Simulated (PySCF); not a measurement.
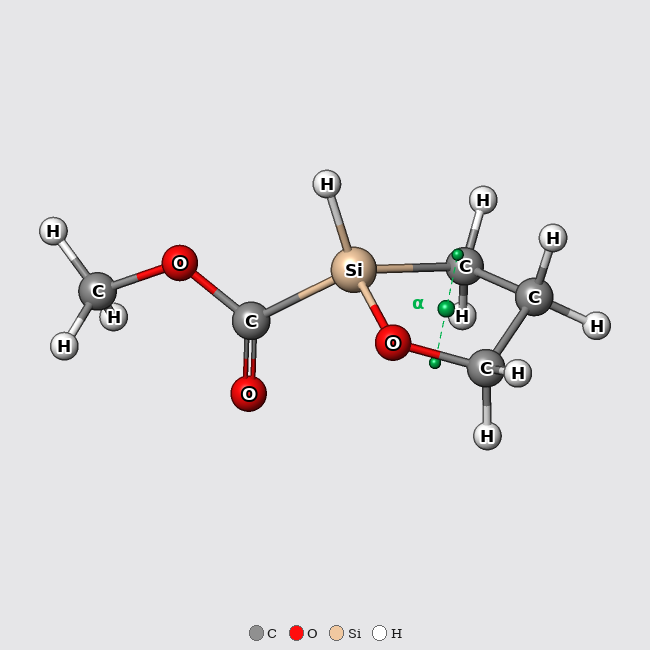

The small points mark where nucleus-independent chemical shifts (NICS) were computed: at the centre of each lettered ring and 1 Å above and below it. The geometry was computed by an optimisation with GFN2-xTB. No frequency run is at hand to confirm it as a minimum. Properties computed with GIAO PBE0/pcSseg-1 NMR shielding, non-relativistic, gas phase (PySCF 2.14.0).

Give NICS(0), NICS(1) and the out-of-plane component NICS(1)zz for each ring (means of the two sides).

```json
{"ring": "α", "members": "C3OSi", "NICS(0)": "−6.3", "NICS(1)": "−3.4", "NICS(1)zz": "−4.5"}
```

Values in ppm.

Question: What do the values say about the ring currents?

Answer: Ring α: weak, as in a non-aromatic ring. NICS is one index among several.

The geometry is semi-empirical. Around Si such bond lengths and angles can be off by a tenth of an ångström or more and by several degrees, and values that hang on the shape move with them.
